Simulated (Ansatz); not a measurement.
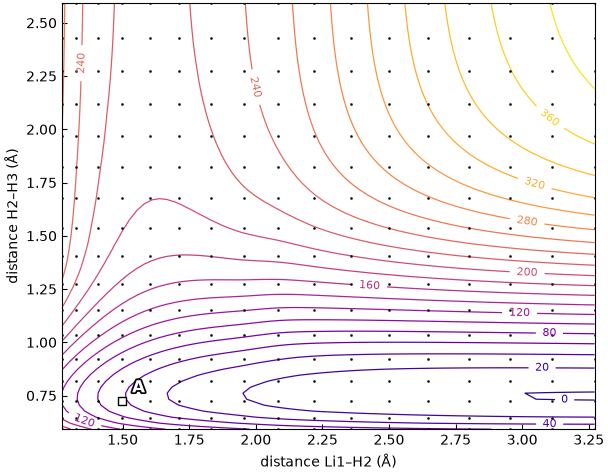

The system Li + H₂, spin multiplicity 2. 
- Coordinates scanned: (1) distance Li1–H2; (2) distance H2–H3.
- Nothing is relaxed (the angle Li1–H2–H3 is fixed at 180 degrees).
- The scan uses a 17 × 17 grid.
- Points are written as (first, second).
- Energies are in kJ/mol, from the lowest grid point.
- In part of the range the unrestricted reference is strongly spin-contaminated.
- Method: UKS PBE0-D4/aug-cc-pVTZ (Ansatz 0.2.0).

Drawn: contour lines labelled in kJ/mol, dots at the grid points, the point A. Between grid points the surface is interpolated.

**Is A at rest? If not, where is it pushed?**

A, at (1.499 Å, 0.726 Å), is not a stationary point. The computed force is 165 kJ/mol for each Å towards larger values of distance Li1–H2 and 76 kJ/mol for each Å towards larger values of distance H2–H3.
